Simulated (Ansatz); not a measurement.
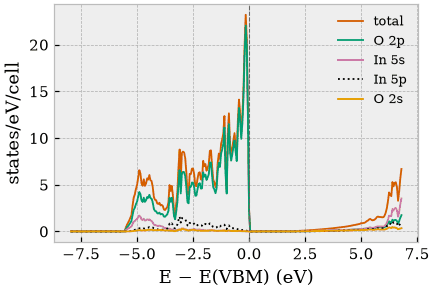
Figure: Total and projected density of states of In2O3 (corundum, R-3c), the program Ansatz at the r²SCAN level (PAW)

Problem. Which orbitals carry the states next to the gap?

Solution. Top 1 eV of the valence band: O 2p 94 %. Bottom 1 eV of the conduction band: In 5s 51 %, O 2s 25 %, O 2p 15 %, In 5p 9 %. Projections are on Löwdin-orthogonalised atomic valence shells; empty p or d shells of many metals are not among them.

The workflow started from a Materials Project entry (that database holds measured and hypothetical structures alike); the Crystallography Open Database files this formula in space group No. 167, but the cells were not matched. It is not the phase usual at ambient conditions (space group No. 206). The cell was relaxed with r²SCAN under the symmetry of its start; its stability against distortions is not shown here. Spin–orbit coupling is left out wherever it is not named.

Potentials: the later of the program's two PAW sets.
